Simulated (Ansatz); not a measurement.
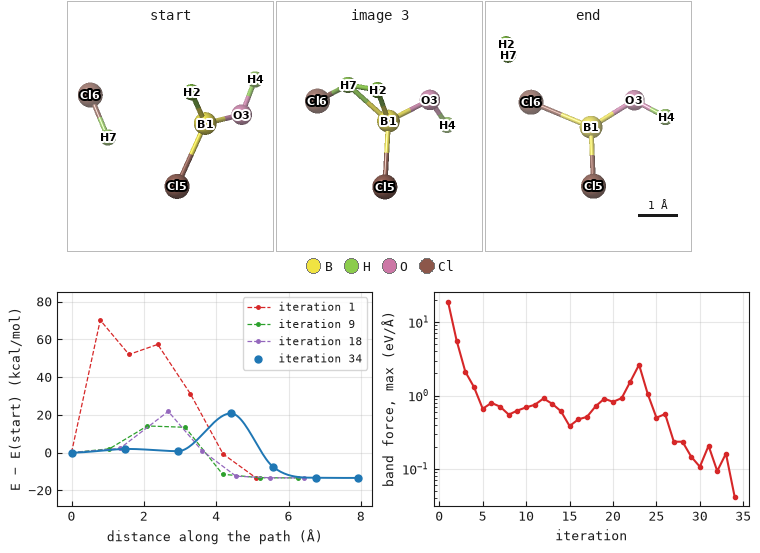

A search for the minimum-energy path of BH3OCl2, made up at the start of BH2OCl and HCl by the nudged elastic band. Images are numbered from 0 (start) to 6 (end). The plot follows the band through its iterations. The picture is a ball-and-stick view, seen at a tilt.

Level of theory: RKS PBE/def2-SVP in Ansatz. Settings: 5 movable images; climbing image; force threshold 0.05 eV/Å; iteration limit 60; starting path through a guess of the saddle point.

> Did the band converge, and can the barrier be trusted?

The run is converged, with reservations. The band converged in 34 iterations. The largest component of the band force went from 19 to 0.042 eV/Å. The climbing image converged on the top of the path. Its vibrational analysis gives one imaginary mode (714i cm⁻¹), as a transition state must have. The first iteration put the highest image at 70.2 kcal/mol. The highest point, image 3, lies 20.8 kcal/mol above the start and 34.2 kcal/mol above the end; the end is at −13.4 kcal/mol relative to the start. The profile has 2 maxima (images 1, 3) with a dip at image 2 (+0.8 kcal/mol), so the process runs in steps.

Limits of the set-up: the start holds two separate molecules, 2.5 Å apart at their closest, whose relative position is a soft coordinate and is computed without a dispersion correction.

Cost: 4.1 min on 1 thread of Intel(R) Xeon(R) Platinum 8375C CPU @ 2.90GHz (Ice Lake), with other jobs on the host, peak memory 0.15 GiB.
